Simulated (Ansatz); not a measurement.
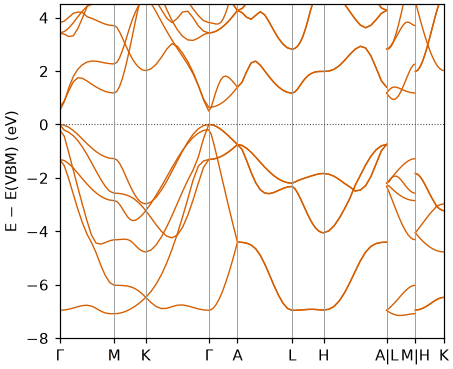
Fig. 1. Band structure from plane-wave PAW LDA (Ansatz code)

Q: Read off the gap and where the band edges lie.

A: About 0.5 eV (0.50 eV by a search for the band edges); maximum at Γ, minimum at Γ.

Q: Which of these materials gives this?
A. GaN, wurtzite
B. SiC, wurtzite
C. GaN, P6_3/mmc (Ga on 2d, N on 2b)
D. GaAs, wurtzite

A: D, GaAs, wurtzite

Space group P6_3mc (wurtzite). The workflow started from a Materials Project entry (that database holds measured and hypothetical structures alike); the Crystallography Open Database copy checked does not list it. It is not the phase usual at ambient conditions (space group No. 216). The cell was relaxed with LDA under the symmetry of its start; whether a distortion lowers the energy is not shown. Spin–orbit coupling is left out wherever it is not named.

Potentials: the earlier of the program's two PAW sets. The files were generated under PBE; for other functionals the program regenerates the frozen cores, and for LDA and PBEsol the local potential too.
